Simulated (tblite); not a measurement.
# Geometry relaxation of C7H8F

The run: geometry relaxation of C7H8F, multiplicity 2. Method and program: GFN2-xTB geometry optimisation, gas phase (tblite 0.8.0).

It belongs to a series of runs on one base structure; here: H removed from sp3 C.

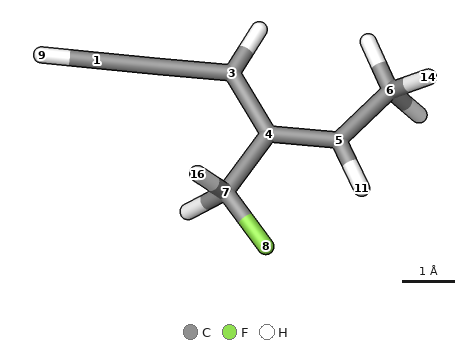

The starting structure (stick view, seen at a tilt; atoms are numbered from 1 in the order of the input). Bond lengths as drawn: C–C 1.18 to 1.52 Å, C–F 1.37 Å and C–H 1.07 to 1.11 Å.

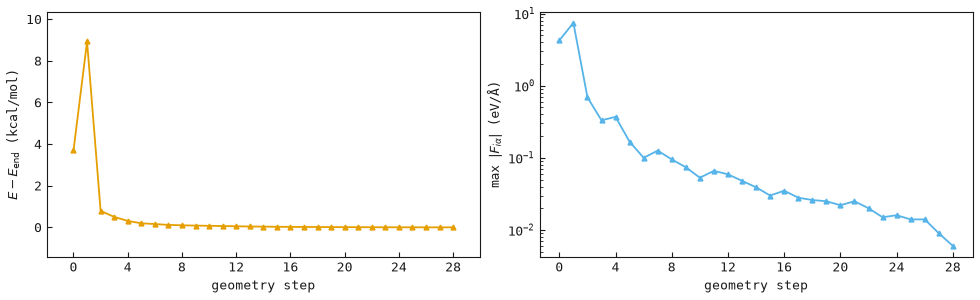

Progress of the relaxation, step by step (steps are counted from 0).

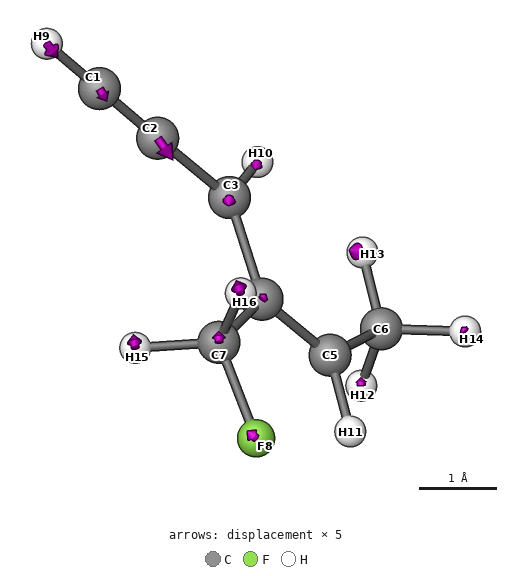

The starting structure with the displacements as pink arrows, magnified 5 times (ball-and-stick view, seen at a tilt). The two geometries are laid on each other by the best rigid fit. The atom that moves furthest after the best rigid fit is C2 (0.073 Å). By element the largest moves are C 0.073 Å, H 0.055 Å, F 0.035 Å. Distances before and after: C2–C3 1.439 → 1.380 Å, C3–C4 1.441 → 1.403 Å, C1–C2 1.184 → 1.211 Å, C1–H9 1.068 → 1.049 Å. Among the angles that change: C3–C4–C5 122.9° → 125.0°. After 28 geometry steps the energy has fallen by 3.69 kcal/mol. Largest force component: 4.3 eV/Å at the start, 0.006 eV/Å at the end. (Atoms are counted from 1 in the order of the input.)

The input that produced these results follows, with the program's output.

**Input**
```
{"job": {"kind": "relax", "xc": "GFN2-xTB", "basis": "xTB"}, "charge": 0, "multiplicity": 2}
C     -2.674100     2.101700    -0.477100
C     -1.601900     1.643300    -0.274100
C     -0.299000     1.091900    -0.009000
C     -0.033600    -0.324300    -0.034300
C      1.190900    -0.848000     0.221200
C      2.470200    -0.144500     0.525700
C     -1.203900    -1.243300    -0.330800
F     -0.837600    -2.558700    -0.312000
H     -3.640000     2.518600    -0.662600
H      0.482300     1.799900     0.200700
H      1.295800    -1.933800     0.179600
H      3.220900    -0.397400    -0.227500
H      2.385400     0.944800     0.575800
H      2.853500    -0.483700     1.497000
H     -1.619500    -1.030300    -1.317900
H     -1.997000    -1.127100     0.433900
```

The first line tells a small driver script what to run in tblite; the rest is the geometry in Å.

Launched with:
```bash
OMP_NUM_THREADS=1 python <driver script> task.json out
```

**Log**
```
step      E/eV     max force
  0    -643.66866    4.751
  1    -643.44158    8.222
  2    -643.79458    0.770
  3    -643.80704    0.401
  4    -643.81545    0.487
  5    -643.82040    0.189
  6    -643.82197    0.105
  7    -643.82380    0.130
  8    -643.82455    0.096
  9    -643.82521    0.079
 10    -643.82568    0.057
 11    -643.82616    0.069
 12    -643.82662    0.066
 13    -643.82706    0.051
 14    -643.82740    0.039
 15    -643.82766    0.038
 16    -643.82788    0.037
 17    -643.82808    0.035
 18    -643.82822    0.033
 19    -643.82832    0.030
 20    -643.82841    0.026
 21    -643.82852    0.027
 22    -643.82862    0.023
 23    -643.82868    0.019
 24    -643.82873    0.018
 25    -643.82878    0.020
 26    -643.82882    0.019
 27    -643.82884    0.012
 28    -643.82885    0.007
```

**Trajectory as extended XYZ (Å, eV, eV/Å), 14 of the 29 frames kept, from step=0 to step=28**
```
16
Properties=species:S:1:pos:R:3:forces:R:3 step=0 energy=-643.66866
C    -2.6741    2.1017   -0.4771   -3.0120   1.2780  -0.5760
C    -1.6019    1.6433   -0.2741    4.2560  -1.9300   0.8570
C    -0.2990    1.0919   -0.0090   -1.7330  -0.6400  -0.4860
C    -0.0336   -0.3243   -0.0343   -0.4430   1.5590   0.1030
C     1.1909   -0.8480    0.2212    0.5110  -0.4470  -0.0130
C     2.4702   -0.1445    0.5257   -0.0680   0.1990   0.1950
C    -1.2039   -1.2433   -0.3308   -0.0280   0.3880   0.4010
F    -0.8376   -2.5587   -0.3120    0.0090  -0.1530  -0.0590
H    -3.6400    2.5186   -0.6626    0.6210  -0.2510   0.1120
H     0.4823    1.7999    0.2007    0.0050  -0.0520   0.0000
H     1.2958   -1.9338    0.1796   -0.0640   0.2960   0.0270
H     3.2209   -0.3974   -0.2275   -0.0680  -0.0090   0.0680
H     2.3854    0.9448    0.5758   -0.0960  -0.2460  -0.0940
H     2.8535   -0.4837    1.4970   -0.0560  -0.0210  -0.2030
H    -1.6195   -1.0303   -1.3179   -0.0550   0.0000  -0.0990
H    -1.9970   -1.1271    0.4339    0.2200   0.0270  -0.2330
16
Properties=species:S:1:pos:R:3:forces:R:3 step=2 energy=-643.79458
C    -2.6793    2.1035   -0.4781    0.6900  -0.3180   0.1270
C    -1.5729    1.6285   -0.2678   -0.6680   0.1140  -0.1040
C    -0.3206    1.0819   -0.0156    0.0120   0.0880  -0.0310
C    -0.0369   -0.3028   -0.0315    0.1000   0.0320   0.1280
C     1.1956   -0.8519    0.2201   -0.1180   0.2740  -0.0700
C     2.4693   -0.1417    0.5289   -0.0310  -0.0440  -0.0030
C    -1.2036   -1.2361   -0.3244    0.1360   0.1800   0.0090
F    -0.8375   -2.5605   -0.3130   -0.0040   0.1220  -0.0170
H    -3.6380    2.5182   -0.6623    0.4350  -0.1550   0.0780
H     0.4804    1.7967    0.2001   -0.3450  -0.3530  -0.0990
H     1.2945   -1.9292    0.1801   -0.0780   0.0740   0.0050
H     3.2195   -0.3974   -0.2260   -0.0590   0.0150   0.0830
H     2.3832    0.9407    0.5739   -0.1220  -0.0410  -0.0670
H     2.8526   -0.4842    1.4934   -0.0020  -0.0390  -0.0590
H    -1.6203   -1.0304   -1.3192    0.0100  -0.0020   0.0590
H    -1.9934   -1.1264    0.4300    0.0440   0.0530  -0.0390
16
Properties=species:S:1:pos:R:3:forces:R:3 step=4 energy=-643.81545
C    -2.6699    2.0986   -0.4765   -0.2390   0.0810  -0.0490
C    -1.5778    1.6234   -0.2677    0.3700  -0.3060   0.0840
C    -0.3249    1.0824   -0.0180   -0.0820  -0.1350  -0.0340
C    -0.0362   -0.2983   -0.0272   -0.0550   0.0310   0.0250
C     1.1938   -0.8446    0.2178    0.0250   0.0190  -0.0110
C     2.4677   -0.1423    0.5290   -0.0310   0.0310   0.0030
C    -1.1989   -1.2294   -0.3236    0.0190   0.0520   0.0120
F    -0.8374   -2.5555   -0.3137    0.0280   0.1030  -0.0060
H    -3.6208    2.5121   -0.6592    0.1590  -0.0410   0.0270
H     0.4687    1.7850    0.1968   -0.0600  -0.0430  -0.0230
H     1.2909   -1.9244    0.1802   -0.0880   0.1300  -0.0020
H     3.2174   -0.3971   -0.2231   -0.0120  -0.0040   0.0170
H     2.3783    0.9389    0.5712   -0.0900   0.0040  -0.0420
H     2.8524   -0.4859    1.4912   -0.0100  -0.0380  -0.0150
H    -1.6198   -1.0300   -1.3170    0.0270   0.0440   0.0290
H    -1.9913   -1.1240    0.4283    0.0380   0.0730  -0.0140
16
Properties=species:S:1:pos:R:3:forces:R:3 step=6 energy=-643.82197
C    -2.6646    2.0947   -0.4758    0.0300  -0.0400   0.0030
C    -1.5748    1.6114   -0.2661   -0.0320  -0.1000  -0.0020
C    -0.3279    1.0763   -0.0198    0.0780  -0.0620   0.0270
C    -0.0373   -0.2970   -0.0242    0.0190  -0.0930  -0.0150
C     1.1937   -0.8400    0.2164    0.0030  -0.0110   0.0120
C     2.4657   -0.1411    0.5292    0.0010   0.0290  -0.0020
C    -1.1964   -1.2242   -0.3226   -0.0420  -0.0220  -0.0040
F    -0.8357   -2.5487   -0.3143    0.0390   0.0180   0.0030
H    -3.6089    2.5091   -0.6572   -0.0420   0.0410  -0.0110
H     0.4613    1.7782    0.1943    0.0520   0.0580   0.0050
H     1.2850   -1.9168    0.1801   -0.0490   0.0050  -0.0070
H     3.2159   -0.3970   -0.2211    0.0020   0.0040  -0.0110
H     2.3717    0.9388    0.5680   -0.0550   0.0400  -0.0140
H     2.8517   -0.4884    1.4895   -0.0210  -0.0100   0.0010
H    -1.6182   -1.0273   -1.3150    0.0200   0.0710  -0.0100
H    -1.9887   -1.1190    0.4272   -0.0020   0.0720   0.0250
16
Properties=species:S:1:pos:R:3:forces:R:3 step=9 energy=-643.82521
C    -2.6609    2.0888   -0.4755   -0.0110  -0.0190  -0.0020
C    -1.5758    1.5943   -0.2653   -0.0100  -0.0100   0.0020
C    -0.3231    1.0699   -0.0180   -0.0160   0.0370   0.0050
C    -0.0357   -0.3027   -0.0241    0.0210   0.0410   0.0030
C     1.1950   -0.8406    0.2171    0.0080  -0.0480  -0.0010
C     2.4646   -0.1378    0.5288   -0.0130  -0.0100  -0.0080
C    -1.1983   -1.2232   -0.3225    0.0230   0.0210   0.0040
F    -0.8320   -2.5449   -0.3144   -0.0380  -0.0150  -0.0040
H    -3.6046    2.5106   -0.6569    0.0340  -0.0130   0.0030
H     0.4624    1.7797    0.1932   -0.0030  -0.0030  -0.0070
H     1.2781   -1.9157    0.1795    0.0280  -0.0740   0.0050
H     3.2150   -0.3957   -0.2211   -0.0030   0.0300  -0.0030
H     2.3624    0.9424    0.5651   -0.0160  -0.0100   0.0010
H     2.8487   -0.4896    1.4885   -0.0110   0.0350   0.0000
H    -1.6155   -1.0178   -1.3154    0.0040   0.0240   0.0030
H    -1.9880   -1.1088    0.4295    0.0030   0.0140  -0.0020
16
Properties=species:S:1:pos:R:3:forces:R:3 step=11 energy=-643.82616
C    -2.6605    2.0851   -0.4755   -0.0390   0.0020  -0.0060
C    -1.5774    1.5877   -0.2649    0.0660   0.0070   0.0180
C    -0.3217    1.0704   -0.0166   -0.0110  -0.0240  -0.0070
C    -0.0328   -0.3025   -0.0241   -0.0080  -0.0020   0.0100
C     1.1958   -0.8450    0.2175    0.0090  -0.0320  -0.0110
C     2.4634   -0.1373    0.5280   -0.0190  -0.0200  -0.0040
C    -1.1978   -1.2217   -0.3222    0.0200   0.0320   0.0040
F    -0.8336   -2.5451   -0.3148   -0.0590   0.0340  -0.0070
H    -3.6018    2.5108   -0.6568    0.0070  -0.0150  -0.0020
H     0.4635    1.7811    0.1925   -0.0200   0.0030  -0.0060
H     1.2780   -1.9220    0.1797    0.0280  -0.0040   0.0090
H     3.2146   -0.3927   -0.2216    0.0040   0.0270  -0.0030
H     2.3578    0.9431    0.5642   -0.0200  -0.0310  -0.0040
H     2.8466   -0.4870    1.4883    0.0060   0.0310   0.0090
H    -1.6141   -1.0121   -1.3154    0.0100  -0.0010   0.0250
H    -1.9877   -1.1038    0.4304    0.0260  -0.0050  -0.0240
16
Properties=species:S:1:pos:R:3:forces:R:3 step=13 energy=-643.82706
C    -2.6602    2.0802   -0.4755    0.0150  -0.0130   0.0050
C    -1.5770    1.5829   -0.2638    0.0270   0.0390   0.0090
C    -0.3205    1.0695   -0.0155    0.0240  -0.0450  -0.0050
C    -0.0297   -0.3029   -0.0232   -0.0110  -0.0480   0.0060
C     1.1968   -0.8511    0.2169    0.0160   0.0050  -0.0050
C     2.4612   -0.1382    0.5270    0.0070  -0.0080   0.0050
C    -1.1960   -1.2180   -0.3218   -0.0170   0.0020  -0.0030
F    -0.8396   -2.5432   -0.3157   -0.0350   0.0220  -0.0070
H    -3.5986    2.5099   -0.6569   -0.0290  -0.0080  -0.0090
H     0.4628    1.7825    0.1913   -0.0130   0.0100  -0.0010
H     1.2801   -1.9289    0.1805    0.0120   0.0370   0.0040
H     3.2144   -0.3877   -0.2223    0.0100   0.0080  -0.0020
H     2.3514    0.9415    0.5629   -0.0330  -0.0200  -0.0100
H     2.8450   -0.4821    1.4888    0.0180   0.0090   0.0120
H    -1.6121   -1.0063   -1.3139    0.0030   0.0040   0.0020
H    -1.9857   -1.0990    0.4298    0.0060   0.0050  -0.0020
16
Properties=species:S:1:pos:R:3:forces:R:3 step=15 energy=-643.82766
C    -2.6596    2.0763   -0.4752    0.0260  -0.0110   0.0080
C    -1.5748    1.5820   -0.2624   -0.0080   0.0280  -0.0030
C    -0.3185    1.0667   -0.0151    0.0110   0.0000  -0.0010
C    -0.0279   -0.3057   -0.0221    0.0000  -0.0120  -0.0010
C     1.1983   -0.8547    0.2161    0.0120   0.0160   0.0060
C     2.4603   -0.1393    0.5267    0.0220   0.0100   0.0080
C    -1.1959   -1.2154   -0.3217   -0.0280  -0.0190  -0.0050
F    -0.8459   -2.5411   -0.3168   -0.0100  -0.0280  -0.0070
H    -3.5976    2.5083   -0.6574   -0.0030  -0.0210  -0.0020
H     0.4615    1.7837    0.1903    0.0050  -0.0060   0.0020
H     1.2825   -1.9318    0.1813    0.0060   0.0120  -0.0020
H     3.2150   -0.3838   -0.2228    0.0120  -0.0050   0.0030
H     2.3450    0.9393    0.5615   -0.0300   0.0070  -0.0080
H     2.8451   -0.4782    1.4898    0.0190  -0.0060   0.0050
H    -1.6108   -1.0020   -1.3130   -0.0100   0.0160  -0.0240
H    -1.9843   -1.0954    0.4294   -0.0260   0.0190   0.0210
16
Properties=species:S:1:pos:R:3:forces:R:3 step=17 energy=-643.82808
C    -2.6586    2.0735   -0.4747   -0.0020   0.0050   0.0010
C    -1.5724    1.5831   -0.2614    0.0030  -0.0090  -0.0040
C    -0.3166    1.0645   -0.0151   -0.0100   0.0250   0.0000
C    -0.0269   -0.3084   -0.0215   -0.0030   0.0250  -0.0070
C     1.2001   -0.8562    0.2160   -0.0040   0.0030   0.0090
C     2.4612   -0.1394    0.5270    0.0030   0.0140   0.0020
C    -1.1977   -1.2149   -0.3219   -0.0070  -0.0070   0.0000
F    -0.8513   -2.5414   -0.3182   -0.0110  -0.0260  -0.0060
H    -3.5972    2.5056   -0.6579    0.0200  -0.0280   0.0040
H     0.4612    1.7841    0.1899    0.0220  -0.0210   0.0050
H     1.2847   -1.9326    0.1817    0.0050  -0.0110  -0.0050
H     3.2163   -0.3815   -0.2228    0.0090  -0.0040   0.0100
H     2.3386    0.9382    0.5599   -0.0060   0.0190  -0.0010
H     2.8467   -0.4759    1.4909    0.0140  -0.0030  -0.0060
H    -1.6105   -0.9981   -1.3138   -0.0130   0.0070  -0.0070
H    -1.9850   -1.0918    0.4304   -0.0210   0.0100   0.0040
16
Properties=species:S:1:pos:R:3:forces:R:3 step=19 energy=-643.82832
C    -2.6577    2.0720   -0.4743   -0.0030   0.0050   0.0000
C    -1.5709    1.5833   -0.2611    0.0090  -0.0160  -0.0030
C    -0.3158    1.0644   -0.0149    0.0030   0.0020   0.0020
C    -0.0265   -0.3089   -0.0215   -0.0060   0.0050  -0.0040
C     1.2008   -0.8568    0.2165   -0.0090  -0.0030   0.0040
C     2.4617   -0.1386    0.5273   -0.0140   0.0060  -0.0030
C    -1.1993   -1.2149   -0.3221    0.0050   0.0100   0.0010
F    -0.8552   -2.5427   -0.3193   -0.0170   0.0110  -0.0030
H    -3.5962    2.5024   -0.6580   -0.0030  -0.0160   0.0000
H     0.4625    1.7832    0.1900    0.0250  -0.0150   0.0060
H     1.2862   -1.9335    0.1816    0.0000   0.0000  -0.0030
H     3.2177   -0.3803   -0.2222    0.0000   0.0030   0.0110
H     2.3344    0.9386    0.5589    0.0140   0.0100   0.0040
H     2.8485   -0.4746    1.4912    0.0050   0.0060  -0.0110
H    -1.6112   -0.9953   -1.3146   -0.0080  -0.0050   0.0150
H    -1.9866   -1.0891    0.4311   -0.0010  -0.0030  -0.0170
16
Properties=species:S:1:pos:R:3:forces:R:3 step=22 energy=-643.82862
C    -2.6560    2.0702   -0.4736    0.0150  -0.0090   0.0010
C    -1.5688    1.5819   -0.2613   -0.0010   0.0080  -0.0010
C    -0.3137    1.0644   -0.0144    0.0160  -0.0170   0.0010
C    -0.0266   -0.3094   -0.0219    0.0030  -0.0200   0.0070
C     1.2004   -0.8577    0.2176    0.0060   0.0020  -0.0050
C     2.4606   -0.1369    0.5273   -0.0010  -0.0020   0.0000
C    -1.2008   -1.2135   -0.3222   -0.0060   0.0070  -0.0040
F    -0.8622   -2.5428   -0.3210    0.0020   0.0170   0.0040
H    -3.5958    2.4960   -0.6583   -0.0180  -0.0050  -0.0020
H     0.4677    1.7798    0.1908    0.0060  -0.0040   0.0020
H     1.2879   -1.9345    0.1811   -0.0070   0.0090   0.0000
H     3.2189   -0.3783   -0.2200   -0.0140   0.0080  -0.0080
H     2.3316    0.9405    0.5583    0.0190  -0.0060   0.0050
H     2.8511   -0.4720    1.4900   -0.0130   0.0100   0.0040
H    -1.6133   -0.9927   -1.3136   -0.0060   0.0010  -0.0030
H    -1.9887   -1.0861    0.4297    0.0010   0.0000  -0.0020
16
Properties=species:S:1:pos:R:3:forces:R:3 step=24 energy=-643.82873
C    -2.6550    2.0692   -0.4733    0.0010  -0.0060  -0.0020
C    -1.5673    1.5816   -0.2613    0.0060   0.0070   0.0020
C    -0.3121    1.0634   -0.0142   -0.0020   0.0030  -0.0010
C    -0.0265   -0.3105   -0.0216    0.0000   0.0030   0.0030
C     1.2006   -0.8581    0.2177    0.0030   0.0010  -0.0040
C     2.4601   -0.1363    0.5274    0.0070   0.0000   0.0010
C    -1.2016   -1.2124   -0.3224   -0.0070  -0.0010  -0.0030
F    -0.8650   -2.5418   -0.3215    0.0090  -0.0030   0.0030
H    -3.5965    2.4929   -0.6585    0.0070  -0.0130   0.0020
H     0.4702    1.7780    0.1914   -0.0020  -0.0050   0.0000
H     1.2881   -1.9344    0.1809   -0.0020  -0.0050   0.0010
H     3.2185   -0.3770   -0.2196   -0.0080   0.0020  -0.0160
H     2.3318    0.9410    0.5584    0.0100   0.0010   0.0030
H     2.8513   -0.4703    1.4898   -0.0130   0.0020   0.0120
H    -1.6146   -0.9915   -1.3135   -0.0040   0.0080  -0.0120
H    -1.9896   -1.0849    0.4290   -0.0060   0.0060   0.0090
16
Properties=species:S:1:pos:R:3:forces:R:3 step=26 energy=-643.82882
C    -2.6542    2.0679   -0.4733   -0.0090  -0.0030  -0.0040
C    -1.5658    1.5819   -0.2612    0.0100   0.0010   0.0030
C    -0.3109    1.0628   -0.0140   -0.0090   0.0120   0.0000
C    -0.0265   -0.3113   -0.0212   -0.0050   0.0140  -0.0060
C     1.2010   -0.8583    0.2174   -0.0060  -0.0010   0.0000
C     2.4601   -0.1359    0.5275    0.0020   0.0000   0.0000
C    -1.2028   -1.2116   -0.3228    0.0000  -0.0020   0.0010
F    -0.8664   -2.5410   -0.3215    0.0040  -0.0060   0.0000
H    -3.5966    2.4897   -0.6584    0.0140  -0.0120   0.0030
H     0.4720    1.7763    0.1918    0.0000  -0.0010   0.0010
H     1.2881   -1.9346    0.1808    0.0030  -0.0070   0.0010
H     3.2175   -0.3758   -0.2206    0.0010  -0.0040  -0.0090
H     2.3329    0.9414    0.5587    0.0000   0.0050   0.0010
H     2.8504   -0.4689    1.4906   -0.0050  -0.0060   0.0070
H    -1.6158   -0.9901   -1.3141    0.0030   0.0040  -0.0010
H    -1.9905   -1.0837    0.4290   -0.0020   0.0050   0.0030
16
Properties=species:S:1:pos:R:3:forces:R:3 step=28 energy=-643.82885
C    -2.6538    2.0670   -0.4734   -0.0020  -0.0060  -0.0020
C    -1.5650    1.5822   -0.2611    0.0030   0.0030   0.0020
C    -0.3106    1.0631   -0.0140    0.0030   0.0030   0.0010
C    -0.0267   -0.3111   -0.0214   -0.0010   0.0020  -0.0050
C     1.2008   -0.8583    0.2173   -0.0040   0.0010   0.0010
C     2.4601   -0.1357    0.5275   -0.0030  -0.0010  -0.0020
C    -1.2033   -1.2114   -0.3229    0.0020   0.0010   0.0020
F    -0.8668   -2.5409   -0.3216    0.0000   0.0020  -0.0010
H    -3.5963    2.4877   -0.6583   -0.0020  -0.0040   0.0000
H     0.4729    1.7756    0.1920    0.0020   0.0060   0.0010
H     1.2882   -1.9349    0.1809    0.0010   0.0030   0.0010
H     3.2171   -0.3755   -0.2214    0.0000  -0.0040   0.0010
H     2.3334    0.9418    0.5589   -0.0020  -0.0010  -0.0010
H     2.8497   -0.4686    1.4912   -0.0020  -0.0060  -0.0030
H    -1.6162   -0.9893   -1.3143    0.0040   0.0000   0.0050
H    -1.9910   -1.0828    0.4291    0.0030   0.0020  -0.0020
```

**Key numbers**

| quantity | value |
| --- | --- |
| outcome | converged |
| total energy | −643.8289 eV |
| hardware | 1 CPU thread, shared host |
| peak memory | 0.18 GiB |
